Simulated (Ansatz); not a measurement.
**C2HF2Ge (SMILES C#[C][Ge]([F])[F]): UB3LYP/6-31G(d) (spherical functions)**

Aim: the electronic atomisation energy of C2HF2Ge at UB3LYP/6-31G* (spherical functions), from 5 runs. 

The calculation is run with Ansatz 0.2.0.

69 further runs of the same task are left out: 69 set aside as unsound or not needed.

## 1. The molecule

The species is C2HF2Ge (6 atoms), meant as a doublet with charge 0. As SMILES, `C#[C][Ge]([F])[F]`. The shape is that of a PBE0-D4/def2-TZVP optimisation.

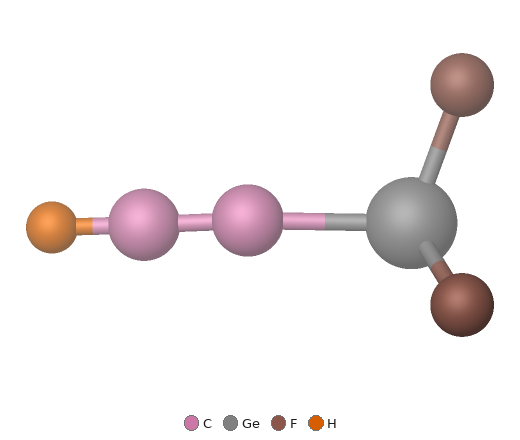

Viewed from a chosen angle; carbon pink, germanium grey, fluorine brown, hydrogen orange.

## 2. A single-point energy at UB3LYP/6-31G(d) (spherical functions)

Contents of input.yaml:

```yaml
crystal:
  periodic: [false, false, false]
  atoms:
    - {symbol: C, position_ang: [-0.190100, 0.518400, 1.692900]}
    - {symbol: C, position_ang: [-0.131400, 0.204200, 0.530300]}
    - {symbol: Ge, position_ang: [-0.289600, -0.139700, -1.323100]}
    - {symbol: F, position_ang: [-0.276600, -1.850600, -1.565100]}
    - {symbol: F, position_ang: [1.142900, 0.424100, -2.108200]}
    - {symbol: H, position_ang: [-0.213200, 0.779700, 2.727000]}
basis:
  gaussian:
    orbitals: 6-31G_st_-spherical.json
magnetization:
  spin_polarized: true
  initial_magnetization: 1
hamiltonian:
  xc: {name: B3LYP}
accuracy: high
output: {orbitals: {seedname: orbitals}}
```

The basis set 6-31G* is read from a file made from the Basis Set Exchange's data (not shown).

Started as:

```sh
$ ansatz run input.yaml --threads 1 --pin off --max-ram 3480MiB --events-out events.jsonl --progress --plain --runs-dir runs
```

The program printed:

```text
Warning: RAYON_NUM_THREADS=1 ignored (pool sized by the plan → 1); use --threads N
Functional definition: B3LYP
  name "B3LYP"
  parameter a0 = 0.2
  parameter ax = 0.72
  parameter ac = 0.81
  exchange = (1 - a0 - ax)*slater_x + ax*b88_x + a0*exact_x
  correlation = (1 - ac)*vwn_rpa_c + ac*lyp_c
1871 factors; integrals over basis functions are off by at most 9.0e-9 eV
mean field evaluation 1: about -64027.3096 eV, gradient 4.1e1 eV
mean field evaluation 2: about -64017.5196 eV, gradient 6.6e1 eV
mean field evaluation 4: about -64033.7488 eV, gradient 6.1e0 eV
mean field evaluation 8: about -64034.0564 eV, gradient 2.4e-1 eV
mean field evaluation 16: about -64034.0565 eV, gradient 9.0e-4 eV
mean field -64034.05652477 eV, -2353.2081734428 hartree, gradient 4.4e-8 eV, S^2 0.751926; 0 other end points of the search recorded, 0 dependent functions left out
reference -64034.05656234 eV, -2353.2081748235 hartree; 32, 31 occupied and 58, 59 virtual orbitals, 1871 factors
Total energy: -64034.05656234 eV, -2353.2081748235 hartree
```

Wall time 15 s (1 thread of Arm Neoverse V2, shared host); peak memory 0.47 GiB.

## 3. The C atom, same level

Contents of run.yaml:

```yaml
crystal:
  periodic: [false, false, false]
  atoms:
    - {symbol: C, position_ang: [0.000000, 0.000000, 0.000000]}
basis:
  gaussian:
    orbitals: 6-31G_st_-spherical.json
magnetization:
  spin_polarized: true
  initial_magnetization: 2
hamiltonian:
  xc: {name: B3LYP}
accuracy: high
```

The basis set 6-31G* is read from a file made from the Basis Set Exchange's data (not shown).

Started as:

```sh
$ ansatz run run.yaml --threads 1 --pin off --max-ram 3480MiB --events-out events.jsonl --progress --plain --runs-dir runs
```

The program printed, cut to the lines that bear on the results:

```text
Warning: RAYON_NUM_THREADS=1 ignored (pool sized by the plan → 1); use --threads N
[... 7 set-up lines as earlier in the session ...]
96 factors; integrals over basis functions are off by at most 1.1e-9 eV
mean field evaluation 1: about -1029.7320 eV, gradient 3.6e0 eV
mean field evaluation 2: about -1029.7994 eV, gradient 1.0e0 eV
mean field evaluation 4: about -1029.8062 eV, gradient 2.3e-1 eV
mean field evaluation 8: about -1029.8066 eV, gradient 6.7e-6 eV
mean field -1029.80656969 eV, -37.8446934081 hartree, gradient 9.8e-9 eV, S^2 2.001951; 0 other end points of the search recorded, 0 dependent functions left out
reference -1029.80658741 eV, -37.8446940593 hartree; 4, 2 occupied and 10, 12 virtual orbitals, 96 factors
Total energy: -1029.80658741 eV, -37.8446940593 hartree
```

It took 0.74 s on 1 thread of Arm Neoverse V2, shared host.

## 4. The F atom at the same level

Contents of in.yaml:

```yaml
crystal:
  periodic: [false, false, false]
  atoms:
    - {symbol: F, position_ang: [0.000000, 0.000000, 0.000000]}
basis:
  gaussian:
    orbitals: 6-31G_st_-spherical.json
magnetization:
  spin_polarized: true
  initial_magnetization: 1
hamiltonian:
  xc: {name: B3LYP}
accuracy: high
```

The basis set 6-31G* is read from a file made from the Basis Set Exchange's data (not shown).

Run the same way, it converges to -99.71458 Eh (log not shown).

## 5. The Ge atom, same level

Contents of input.yaml:

```yaml
crystal:
  periodic: [false, false, false]
  atoms:
    - symbol: Ge
      position_ang: [0.000000, 0.000000, 0.000000]
basis:
  gaussian:
    orbitals: 6-31G_st_-spherical.json
magnetization:
  spin_polarized: true
  initial_magnetization: 2
hamiltonian:
  xc: {name: B3LYP}
accuracy: high
```

The basis set 6-31G* is read from a file made from the Basis Set Exchange's data (not shown).

Run the same way, it converges to -2076.68559 Eh (log not shown).

## 6. The H atom, same level

Contents of job.yaml:

```yaml
crystal:
  periodic: [false, false, false]
  atoms:
    - {symbol: H, position_ang: [0.000000, 0.000000, 0.000000]}
basis:
  gaussian:
    orbitals: "6-31G*"
hamiltonian:
  xc: {name: B3LYP}
accuracy: high
magnetization:
  spin_polarized: true
  initial_magnetization: 1
```

Run the same way, it converges to -0.50027 Eh (log not shown).

## 7. Summary of results

Level: UB3LYP/6-31G* (spherical functions).

| quantity | value |
| --- | --- |
| molecule: total energy | -2353.20817 Eh |
| molecule: HOMO energy (highest over α and β) | -7.06 eV |
| molecule: LUMO energy (lowest over α and β) | -4.25 eV |
| molecule: ⟨S²⟩ | 0.752 |
| C atom: total energy | -37.84469 Eh |
| C atom: ⟨S²⟩ | 2.002 |
| F atom: total energy | -99.71458 Eh |
| F atom: ⟨S²⟩ | 0.751 |
| Ge atom: total energy | -2076.68559 Eh |
| Ge atom: ⟨S²⟩ | 2.002 |
| H atom: total energy | -0.50027 Eh |
| H atom: ⟨S²⟩ | 0.750 |
| electronic atomisation energy | 24.593 eV |

In words: Taking the molecule apart into free atoms costs 24.59 eV (567 kcal/mol), before zero-point energy and without spin-orbit coupling.
